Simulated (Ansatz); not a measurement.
# ClGaH3O (doublet): what the fields show

```yaml
atoms:
  - { symbol: Ga, position_ang: [-0.6759, -0.7196, 0.2472] }
  - { symbol: Cl, position_ang: [-0.5490, -0.6736, 2.4799] }
  - { symbol: O, position_ang: [1.3234, 0.1608, 0.3055] }
  - { symbol: H, position_ang: [2.0483, -0.3973, -0.0110] }
  - { symbol: H, position_ang: [-1.5112, 0.4812, -0.3788] }
  - { symbol: H, position_ang: [1.4048, 0.1966, 1.2774] }
```

Computed with Ansatz, UKS CAM-B3LYP-D4/def2-SVP.

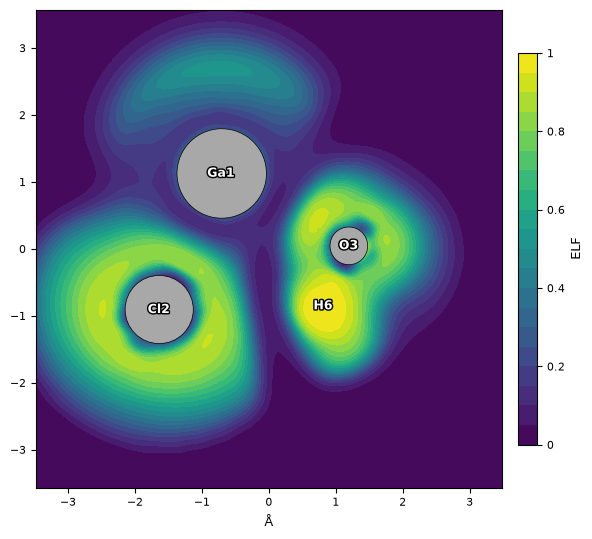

Figure 1. ELF on the plane of atoms Cl2, Ga1 and O3. Grey discs cover the atomic cores.

Q: What do the fields say about this system?

A: Atoms in the plane: Ga, Cl, O and H. Ga–O (2.19 Å): the ELF peaks at about 0.90 in the valence shell of O, 0.7 Å from its nucleus, and is about 0.15 at the midpoint. Ga–Cl (2.24 Å): the ELF peaks at about 0.80 in the valence shell of Cl, 0.9 Å from its nucleus, and is about 0.50 at the midpoint. O–H (0.98 Å): the ELF climbs to about 1 towards the hydrogen, as it does in any bond to H (a covalent bond by its length). The ELF also peaks beside Cl2, away from the bonds: non-bonding electrons, paired or unpaired.

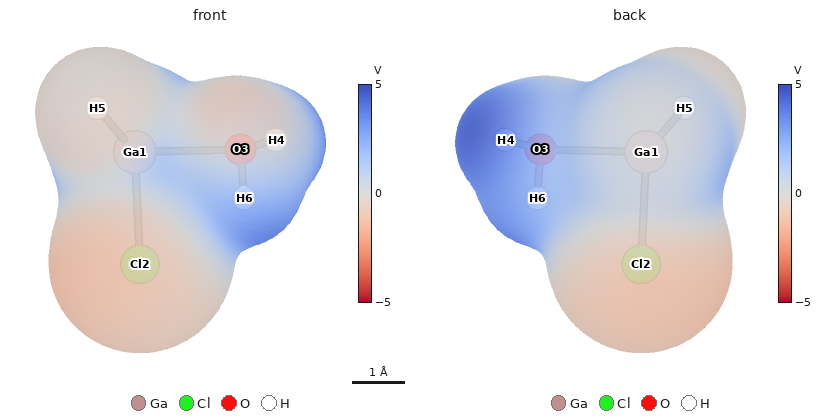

Figure 2. The molecular electrostatic potential painted on the density surface at 0.004 e/bohr³, seen from the front and from behind; the colour scale runs from red (negative) to blue (positive).

Q: Describe the electrostatic potential map.

A: The most negative region (about −1.1 V) lies over Cl2, the most positive (about +4.3 V) over H4.

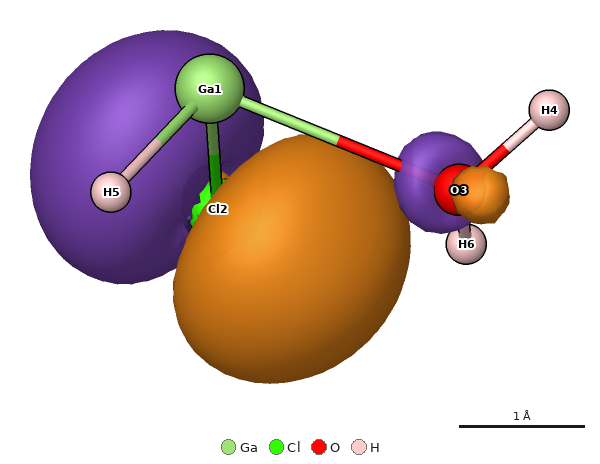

Figure 3. The HOMO−1 (β) at ±0.15 Å⁻³ᐟ² (orange and purple are the two phases), seen from one side.

Q: Where does this orbital lie, and at what energy?

A: It lies mainly on Cl2 (about 90 %); largely a lone pair of Cl2. Its energy is −9.73 eV.
